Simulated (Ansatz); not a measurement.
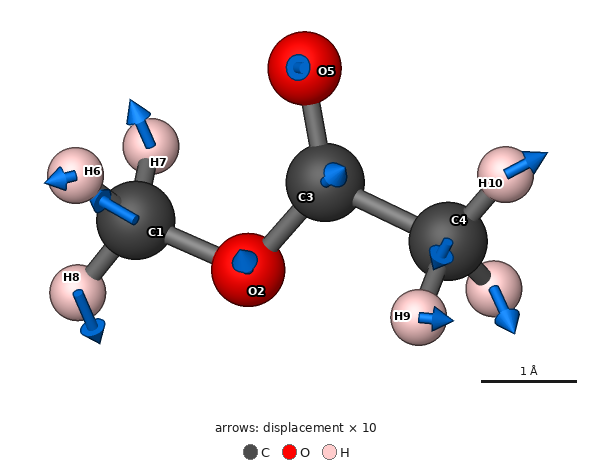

This is a relaxation of C$_{3}$H$_{6}$O$_{2}$ (coarse preliminary run). The starting structure is drawn; blue arrows show the displacements, 10 times their true length. The two geometries are superimposed by the best rigid fit.

The picture is a ball-and-stick view, seen at a tilt.

The start comes from a force field.

These are results of RKS PBE-D4/def2-SVP (Ansatz 0.2.0), not measurements.

Input
```yaml
crystal:
  periodic: [false, false, false]
  atoms:
    - {symbol: C, position_ang: [-1.407900, 0.944500, 0.572400]}
    - {symbol: O, position_ang: [-0.675000, -0.188800, 0.355400]}
    - {symbol: C, position_ang: [0.481300, 0.046400, -0.285700]}
    - {symbol: C, position_ang: [1.337500, -1.230600, -0.444300]}
    - {symbol: O, position_ang: [0.921200, 1.128500, -0.665400]}
    - {symbol: H, position_ang: [-0.922400, 1.717200, 1.196400]}
    - {symbol: H, position_ang: [-1.691800, 1.449200, -0.394500]}
    - {symbol: H, position_ang: [-2.341100, 0.713200, 1.061300]}
    - {symbol: H, position_ang: [1.478400, -1.661800, 0.580500]}
    - {symbol: H, position_ang: [2.215400, -1.042400, -0.922500]}
    - {symbol: H, position_ang: [0.669900, -1.932200, -1.033000]}
basis:
  gaussian: {orbitals: def2-SVP}
hamiltonian: {xc: pbe, dispersion: d4}
relax: {f_tol: 0.03, max_steps: 200}
```

What happened in the run?

The largest move after the best rigid fit is that of H8, 0.073 Å. Largest moves by element: H 0.073 Å, C 0.071 Å, O 0.042 Å. Near-neighbour distances that change, for instance: C4–H10 1.017 → 1.104 Å, C1–O2 1.367 → 1.432 Å, C3–C4 1.546 → 1.510 Å, C1–H8 1.079 → 1.105 Å. Among the angles between lasting bonds that change: C3–C4–H11 103.8° → 110.1°, C4–C3–O5 119.9° → 126.1°, H7–C1–H8 105.5° → 110.6°. The energy falls by 39.6 kJ/mol in 5 geometry steps. The largest force component goes from 4.9 to 0.02 eV/Å. The run took about 25 core-seconds on a shared host.
